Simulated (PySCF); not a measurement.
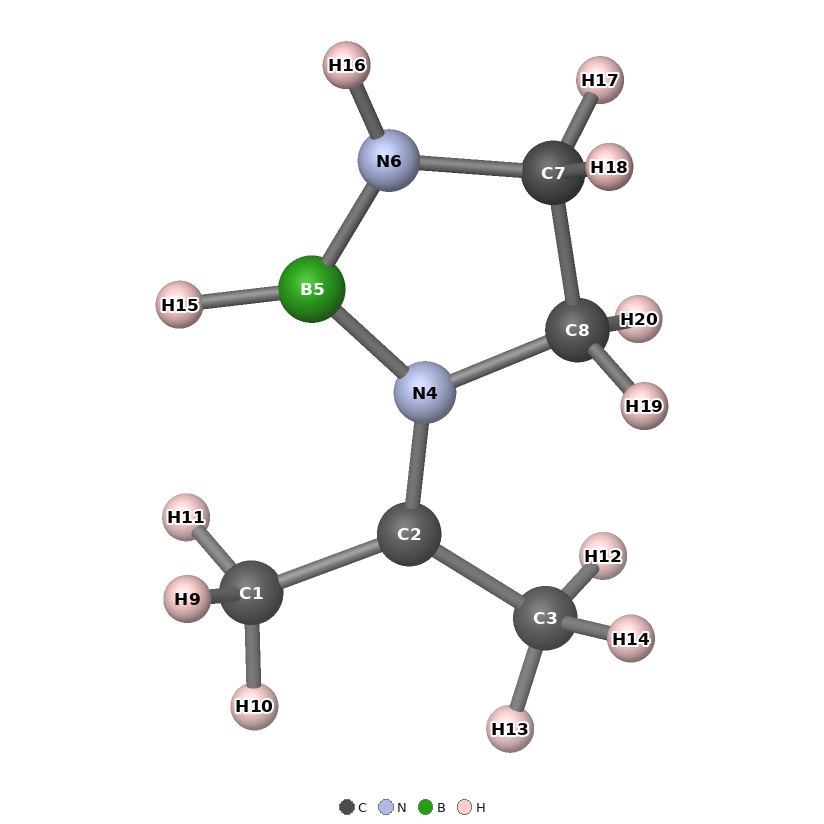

The species is neutral and a spin doublet. Computed geometry: GFN2-xTB optimisation. No frequency run is at hand to confirm it as a minimum. Level of theory: UKS B3LYP, pcH-1 on B C H N, non-relativistic (PySCF 2.14.0).

Give the isotropic hyperfine couplings (Fermi-contact term alone) of C1, C2, C3, N4, B5, N6, C7, C8, H9, H10, H11, H12, H13, H14, H15, H16, H17, H18, H19, H20.

| atom | isotope | a_iso (MHz) |
| --- | --- | --- |
| C1 | 13C | −30.7 |
| C2 | 13C | 80.2 |
| C3 | 13C | −31.3 |
| N4 | 14N | −3.3 |
| B5 | 11B | 0.3 |
| N6 | 14N | 2.8 |
| C7 | 13C | −2.5 |
| C8 | 13C | −3.7 |
| H9 | 1H | 74.8 |
| H10 | 1H | 2.8 |
| H11 | 1H | 89.9 |
| H12 | 1H | 106.1 |
| H13 | 1H | 3.0 |
| H14 | 1H | 83.6 |
| H15 | 1H | −7.1 |
| H16 | 1H | −5.8 |
| H17 | 1H | 3.9 |
| H18 | 1H | 3.7 |
| H19 | 1H | 14.8 |
| H20 | 1H | 12.4 |

The geometry is semi-empirical. Around B such bond lengths and angles can be off by a tenth of an ångström or more and by several degrees, and values that hang on the shape move with them.
